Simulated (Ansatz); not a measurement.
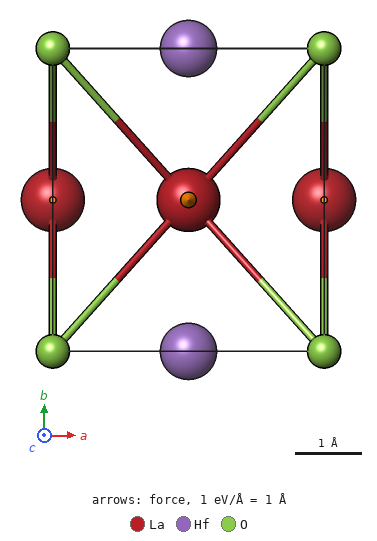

Starting geometry of a crystal of La$_{4}$HfO (a generated structure, set up in Pmmm) (coarse preliminary run) with the computed forces as orange arrows. A ball-and-stick model of the cell of the calculation, seen along the c axis.

Theory: Ansatz, DFT PBE, scalar-relativistic, plane waves, PAW. Set-up: plane-wave cutoff 420 eV; k-point mesh 4 × 4 × 4; occupations gaussian; smearing width 0.1 eV; no spin polarisation; cell and atoms relaxed; force threshold 0.04 eV/Å; at most 70 steps.

> Is this structure relaxed? If not, where do the atoms go?

It isn't relaxed: the largest force vector, on La atoms, is 1.48 eV/Å. Measured relative to the changing cell, the final displacements run against the starting forces (cosine between the two patterns −1.00). After 25 accepted moves (30 points after the start) the energy has fallen by 2682 meV per atom. The largest force component goes from 1.5 to 0.029 eV/Å. Pressure: 45.08 GPa at the start and 0.05 GPa at the end. The line search rejected the trial steps at points 15, 24 of the run. The SCF was repeated 3 times at an unchanged geometry on a basis and grid sized afresh for the cell, which shifted the energy by 161 meV per atom at most. The largest moves relative to the cell, 0.93 Å, are those of La atoms. O and Hf stay in place. The drawn cell changes as follows: a 4.136 → 6.903 Å (+66.9 %), b 4.617 → 3.297 Å (−28.6 %), c 7.165 → 8.146 Å (+13.7 %); the volume changes by +35.5 %. Among the contacts that change: La–La 2.413 → 4.596 Å, La–La 4.617 → 3.297 Å, Hf–Hf 4.617 → 3.297 Å, La–La 4.751 → 3.550 Å. Bond angles that change, for instance: O–La–O 88.4° → 85.8°, La–O–La 88.4° → 85.8°, La–O–La 91.6° → 94.2°. The space group stays Pmmm (No. 47).

Limits of the set-up: the k-point mesh is coarse for a cell with partly filled bands.
